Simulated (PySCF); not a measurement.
# C2H5FPSi+: magnetic properties

Wanted: magnetic properties for C2H5FPSi+ (`FC1=C([SiH3])[PH2+]1`).

Computed with PySCF 2.14.0 and routines of our own; the level stands in each step. Atoms count from 0.

## 1. The starting structure

10 atoms, charge 1, multiplicity 1; geometry from: GFN2-xTB.

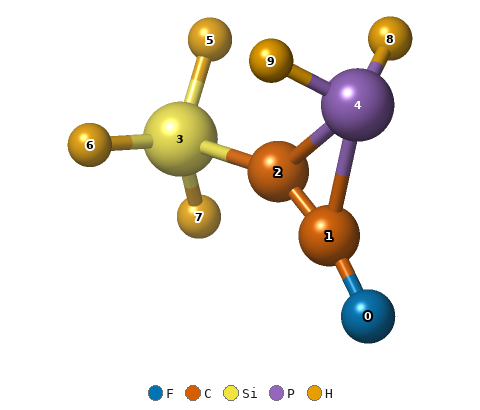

The starting geometry (fluorine blue, carbon orange, silicon yellow, phosphorus purple, hydrogen amber).

## 2. Magnetic properties: GIAO PBE/pcSseg-1

The job: settings as JSON, then the geometry in Å.

```
{"job": {"kind": "mag", "xc": "PBE", "basis": "pcSseg-1", "isotopologues": 2}, "charge": 1, "multiplicity": 1}
F     -1.622501    -2.348419    -0.292321
C     -1.029245    -1.236743    -0.138762
C     -0.142495    -0.343246    -0.037547
Si     1.749333     0.165360    -0.102463
P     -1.943160     0.500087     0.222184
H      1.784230     1.279007     0.839088
H      1.877846     0.543196    -1.504347
H      2.380506    -1.073505     0.326790
H     -1.459514     1.070342     1.394141
H     -1.586117     1.448576    -0.729292
```

Method: GIAO PBE/pcSseg-1 magnetisability, rotational g tensor and spin-rotation constants, non-relativistic, gas phase.

Run with:

```
OMP_NUM_THREADS=1 python excited_run.py task.json out
```

This one command runs all jobs of the session in turn.

Output:

```text
coarse grid: 9608 points
cycle   1  E = -808.8668777650  dE =  7.958e-01  |g| = 4.943e-01  |ddm| = 2.966e+00
cycle   2  E = -808.6672791816  dE =  1.996e-01  |g| = 1.020e+00  |ddm| = 1.217e+00
cycle   3  E = -808.9065961742  dE = -2.393e-01  |g| = 2.230e-01  |ddm| = 9.035e-01
cycle   4  E = -808.9179736206  dE = -1.138e-02  |g| = 9.894e-02  |ddm| = 2.504e-01
cycle   5  E = -808.9196190043  dE = -1.645e-03  |g| = 1.912e-02  |ddm| = 7.214e-02
cycle   6  E = -808.9196783660  dE = -5.936e-05  |g| = 4.045e-03  |ddm| = 2.012e-02
cycle   7  E = -808.9196809114  dE = -2.545e-06  |g| = 2.384e-03  |ddm| = 7.453e-03
final grid: 84736 points
cycle   8  E = -808.9668428459  dE =  1.683e-05  |g| = 1.275e-02  |ddm| = 3.259e-02
cycle   9  E = -808.9665855568  dE =  2.573e-04  |g| = 3.114e-02  |ddm| = 5.499e-02
cycle  10  E = -808.9668897150  dE = -3.042e-04  |g| = 3.794e-03  |ddm| = 3.994e-02
cycle  11  E = -808.9668931502  dE = -3.435e-06  |g| = 7.457e-04  |ddm| = 3.306e-03
cycle  12  E = -808.9668933077  dE = -1.575e-07  |g| = 1.200e-04  |ddm| = 1.148e-03
cycle  13  E = -808.9668933109  dE = -3.170e-09  |g| = 5.272e-05  |ddm| = 1.798e-04
cycle  14  E = -808.9668933112  dE = -3.831e-10  |g| = 1.468e-05  |ddm| = 4.230e-05
converged SCF energy = -808.9668933112

Magnetisability tensor (1e-30 J/T^2)
     -922.86       -6.51      -11.92
       -6.51     -943.79       17.89
      -11.92       17.89    -1052.82
isotropic -973.16   principal values   -1056.55   -944.04   -918.88
isotropic susceptibility -58.605 1e-6 cm^3/mol

Inertial axes            a          b          c
rot. const./GHz      4.1918     1.8395     1.3146
chi total           -55.877    -56.313    -63.624
chi diamagnetic    -344.279   -688.945   -916.482
chi paramagnetic    288.402    632.632    852.858
quadrupole/D A        9.241      1.034    -10.274
g nuclear            0.5513     0.5440     0.5334
g electronic        -0.5679    -0.5467    -0.5267
g total             -0.0166    -0.0027     0.0067

Spin-rotation constants (kHz, H = +C I.J)
atom  isotope        aa         bb         cc
  0    19F        4.230      2.054      0.989
  4    31P        6.189      2.202      0.624
  5     1H       -0.388     -0.034     -0.103
  6     1H       -0.409     -0.203      0.031
  7     1H       -0.414     -0.005     -0.103
  8     1H       -0.358     -0.159     -0.064
  9     1H       -0.346     -0.158     -0.067
  1    13C*       0.611      0.787      0.523
  2    13C*       0.805      0.527      0.147
  3   29Si*      -2.323     -1.071     -0.777
* in the singly substituted isotopologue

Isotopologues: g along a, b, c
2H    at 5,6,7,8,9         -0.0152    -0.0025     0.0060
13C   at 1                 -0.0165    -0.0027     0.0067
```

Wall time 14 s (1 thread of Arm Neoverse V2, shared host); peak memory 0.42 GiB.

Key values:

```tsv
quantity	value
magnetisability	-973·10⁻³⁰ J/T²
molar susceptibility	-58.6·10⁻⁶ cm³/mol
rotational g (a, b, c)	-0.0166, -0.0027, 0.0067
```

Orbitals, density, ELF and potential are computed afterwards from the orbital file.

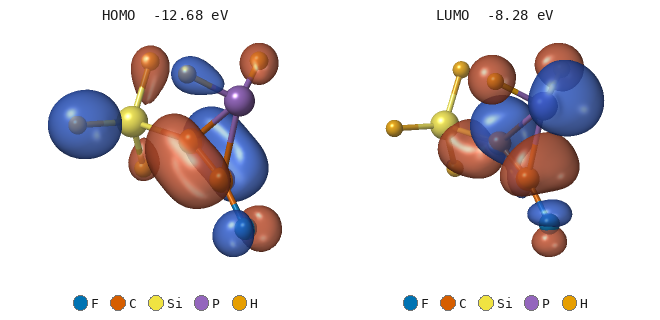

PBE/pcSseg-1 orbitals near the gap, drawn at the value that encloses 70 % of each; the two colours are the two signs.

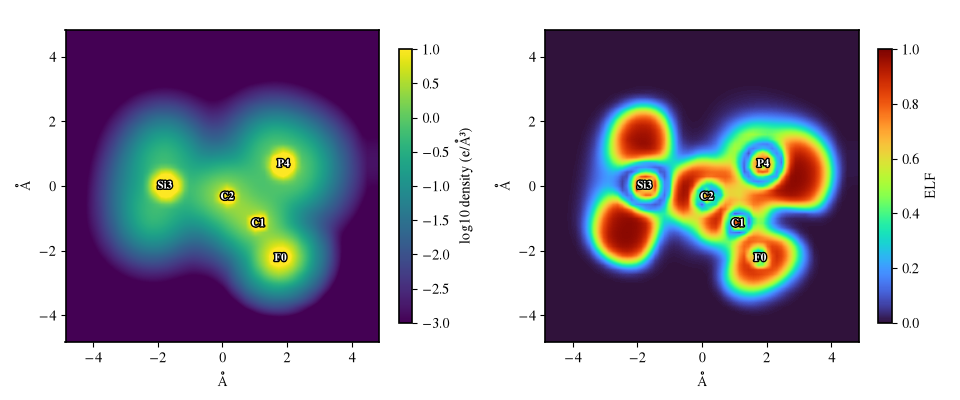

Density (left) and ELF (right) in a plane through or near 5 of the atoms.

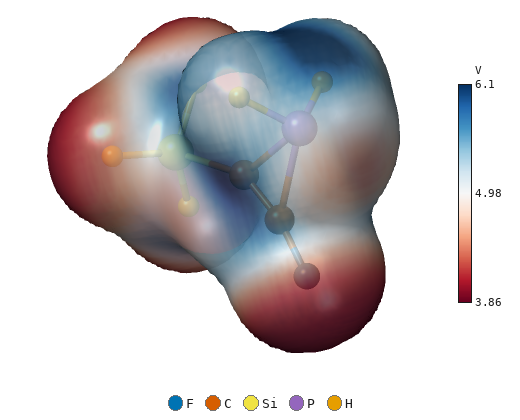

Electrostatic potential on the surface of density 0.002 e/bohr³; red is low, blue high. It runs from 3.86 V near F0 to 6.10 V near H8.

## 3. Magnetic properties: GIAO B97-D/6-31++G**, grid 1

Settings changed since step 2:

```diff
@@ -1,2 +1,2 @@
-{"job": {"kind": "mag", "xc": "PBE", "basis": "pcSseg-1", "isotopologues": 2}, "charge": 1, "multiplicity": 1}
+{"job": {"kind": "mag", "xc": "B97-D", "basis": "6-31++G**", "grid": 1}, "charge": 1, "multiplicity": 1}
 F     -1.622501    -2.348419    -0.292321
```

Method: GIAO B97-D/6-31++G** magnetisability, rotational g tensor and spin-rotation constants, non-relativistic, gas phase.

Output:

```text
final grid: 40848 points
cycle   1  E = -809.3091602218  dE =  8.038e-01  |g| = 4.701e-01  |ddm| = 4.897e+00
cycle   2  E = -809.1408169335  dE =  1.683e-01  |g| = 9.456e-01  |ddm| = 2.161e+00
cycle   3  E = -809.3510464638  dE = -2.102e-01  |g| = 1.843e-01  |ddm| = 2.563e+00
cycle   4  E = -809.3590389017  dE = -7.992e-03  |g| = 9.382e-02  |ddm| = 1.042e+00
cycle   5  E = -809.3607672450  dE = -1.728e-03  |g| = 1.290e-02  |ddm| = 1.517e-01
cycle   6  E = -809.3608020257  dE = -3.478e-05  |g| = 3.084e-03  |ddm| = 3.668e-02
cycle   7  E = -809.3608039758  dE = -1.950e-06  |g| = 1.798e-03  |ddm| = 1.070e-02
cycle   8  E = -809.3608051766  dE = -1.201e-06  |g| = 2.381e-04  |ddm| = 5.074e-03
cycle   9  E = -809.3608051952  dE = -1.859e-08  |g| = 7.472e-05  |ddm| = 1.633e-03
cycle  10  E = -809.3608051971  dE = -1.880e-09  |g| = 1.459e-05  |ddm| = 5.079e-04
cycle  11  E = -809.3608051971  dE = -9.254e-11  |g| = 3.128e-06  |ddm| = 1.010e-04
converged SCF energy = -809.3608051971

Magnetisability tensor (1e-30 J/T^2)
     -904.53       -7.03      -13.21
       -7.03     -930.30       18.53
      -13.21       18.53    -1041.38
isotropic -958.74   principal values   -1045.40   -930.32   -900.48
isotropic susceptibility -57.736 1e-6 cm^3/mol

Inertial axes            a          b          c
rot. const./GHz      4.1918     1.8395     1.3146
chi total           -54.811    -55.445    -62.953
chi diamagnetic    -343.610   -687.888   -915.915
chi paramagnetic    288.799    632.443    852.962
quadrupole/D A        9.403      0.537     -9.940
g nuclear            0.5513     0.5440     0.5334
g electronic        -0.5687    -0.5465    -0.5268
g total             -0.0174    -0.0026     0.0066

Spin-rotation constants (kHz, H = +C I.J)
atom  isotope        aa         bb         cc
  0    19F        3.625      1.742      0.899
  4    31P        5.569      2.018      0.614
  5     1H       -0.390     -0.035     -0.103
  6     1H       -0.408     -0.205      0.031
  7     1H       -0.412     -0.007     -0.104
  8     1H       -0.366     -0.160     -0.065
  9     1H       -0.355     -0.158     -0.068
  1    13C*       0.557      0.683      0.457
  2    13C*       0.713      0.462      0.123
  3   29Si*      -2.129     -0.946     -0.688
* in the singly substituted isotopologue
```

It took 10 s on 1 thread of Arm Neoverse V2, shared host; peak memory 0.44 GiB.

Key values:

```tsv
quantity	value
magnetisability	-959·10⁻³⁰ J/T²
molar susceptibility	-57.7·10⁻⁶ cm³/mol
rotational g (a, b, c)	-0.0174, -0.0026, 0.0066
```

## 4. Magnetic properties: GIAO mPW1PW91/6-311G**

Settings changed since step 3:

```diff
@@ -1,2 +1,2 @@
-{"job": {"kind": "mag", "xc": "B97-D", "basis": "6-31++G**", "grid": 1}, "charge": 1, "multiplicity": 1}
+{"job": {"kind": "mag", "xc": "mPW1PW91", "basis": "6-311G**", "scf": {"conv": 1e-07, "level_shift": 0.1}}, "charge": 1, "multiplicity": 1}
 F     -1.622501    -2.348419    -0.292321
```

Level: GIAO mPW1PW91/6-311G** magnetisability, rotational g tensor and spin-rotation constants, non-relativistic, gas phase.

Output:

```text
final grid: 84736 points
cycle   1  E = -809.4743990009  dE =  8.723e-01  |g| = 5.571e-01  |ddm| = 2.571e+00
cycle   2  E = -809.4735627875  dE =  8.362e-04  |g| = 6.300e-01  |ddm| = 8.952e-01
cycle   3  E = -809.5422284432  dE = -6.867e-02  |g| = 7.396e-02  |ddm| = 3.790e-01
cycle   4  E = -809.5433741576  dE = -1.146e-03  |g| = 1.690e-02  |ddm| = 8.425e-02
cycle   5  E = -809.5434230026  dE = -4.885e-05  |g| = 6.204e-03  |ddm| = 2.060e-02
cycle   6  E = -809.5434323620  dE = -9.359e-06  |g| = 2.075e-03  |ddm| = 7.485e-03
cycle   7  E = -809.5434331026  dE = -7.407e-07  |g| = 7.587e-04  |ddm| = 1.731e-03
cycle   8  E = -809.5434332293  dE = -1.266e-07  |g| = 3.044e-04  |ddm| = 7.942e-04
cycle   9  E = -809.5434332537  dE = -2.443e-08  |g| = 4.761e-05  |ddm| = 2.889e-04
level shift removed, Fock matrix diagonalised once more
converged SCF energy = -809.5434332537

Magnetisability tensor (1e-30 J/T^2)
     -919.53       -8.31      -13.29
       -8.31     -942.85       21.17
      -13.29       21.17    -1070.19
isotropic -977.52   principal values   -1074.52   -943.66   -914.40
isotropic susceptibility -58.868 1e-6 cm^3/mol

Inertial axes            a          b          c
rot. const./GHz      4.1918     1.8395     1.3146
chi total           -55.747    -56.150    -64.707
chi diamagnetic    -343.530   -688.097   -915.874
chi paramagnetic    287.783    631.947    851.168
quadrupole/D A        9.217      0.842    -10.058
g nuclear            0.5513     0.5440     0.5334
g electronic        -0.5667    -0.5461    -0.5257
g total             -0.0154    -0.0022     0.0077

Spin-rotation constants (kHz, H = +C I.J)
atom  isotope        aa         bb         cc
  0    19F        3.539      1.827      0.937
  4    31P        5.984      2.099      0.531
  5     1H       -0.392     -0.037     -0.104
  6     1H       -0.412     -0.207      0.029
  7     1H       -0.416     -0.009     -0.106
  8     1H       -0.369     -0.162     -0.070
  9     1H       -0.356     -0.160     -0.073
  1    13C*       0.534      0.779      0.493
  2    13C*       0.802      0.506      0.134
  3   29Si*      -2.275     -1.028     -0.748
* in the singly substituted isotopologue
```

It took 11 s on 1 thread of Arm Neoverse V2, shared host; peak memory 0.63 GiB.

In short:

```tsv
quantity	value
magnetisability	-978·10⁻³⁰ J/T²
molar susceptibility	-58.9·10⁻⁶ cm³/mol
rotational g (a, b, c)	-0.0154, -0.0022, 0.0077
```

## 5. Magnetic properties: GIAO revPBE/def2-SVP

Settings changed since step 4:

```diff
@@ -1,2 +1,2 @@
-{"job": {"kind": "mag", "xc": "mPW1PW91", "basis": "6-311G**", "scf": {"conv": 1e-07, "level_shift": 0.1}}, "charge": 1, "multiplicity": 1}
+{"job": {"kind": "mag", "xc": "revPBE", "basis": "def2-SVP", "scf": {"max_cycle": 3}}, "charge": 1, "multiplicity": 1}
 F     -1.622501    -2.348419    -0.292321
```

Level: GIAO revPBE/def2-SVP magnetisability, rotational g tensor and spin-rotation constants, non-relativistic, gas phase.

Output:

```text
final grid: 84736 points
cycle   1  E = -808.9425929315  dE =  7.611e-01  |g| = 4.974e-01  |ddm| = 3.384e+00
cycle   2  E = -808.7500614680  dE =  1.925e-01  |g| = 1.015e+00  |ddm| = 1.368e+00
cycle   3  E = -808.9887133682  dE = -2.387e-01  |g| = 1.960e-01  |ddm| = 1.028e+00
SCF not converged, last energy = -808.9887133682
```

Wall time 2 s (1 thread of Arm Neoverse V2, shared host); peak memory 0.41 GiB.

Diagnosis: The cap of 3 cycles ended the SCF at a gradient of 2.0e-01. The remedy is to raise the cap. Numbers printed on the way are no properties of the molecule.

## 6. The levels compared

```tsv
level	ξ (10⁻³⁰ J/T²)	g(a)	g(b)	gap (eV)	functions	time
GIAO PBE/pcSseg-1	-973	-0.0166	-0.0027	4.40	124	14 s
GIAO B97-D/6-31++G**, grid 1	-959	-0.0174	-0.0026	4.45	128	10 s
GIAO mPW1PW91/6-311G**	-978	-0.0154	-0.0022	6.64	136	11 s
```

## 7. What came out

| quantity | value |
| --- | --- |
| magnetisability (step 2, GIAO PBE/pcSseg-1) | -973·10⁻³⁰ J/T² |
| molar susceptibility (step 2, GIAO PBE/pcSseg-1) | -58.6·10⁻⁶ cm³/mol |
| rotational g (a, b, c) (step 2, GIAO PBE/pcSseg-1) | -0.0166, -0.0027, 0.0067 |
| magnetisability over the levels | -978 to -959·10⁻³⁰ J/T² |
| runs | 1 failed, 0 ended on unsound input |

What this shows: For an ion, the motion of the centre of mass in the field is left out. By nearest atom (PBE/pcSseg-1), the HOMO sits on C1, C2 about 26 % each; H6 15 % and the LUMO on P4 24 %; C1, C2 about 22 % each. The magnetisability spreads by 1.9 % over 3 levels, from GIAO mPW1PW91/6-311G** (11 s) to GIAO B97-D/6-31++G**, grid 1 (10 s); the runs took 10 s to 14 s. Vibrational averaging and real surroundings are missing from these values.
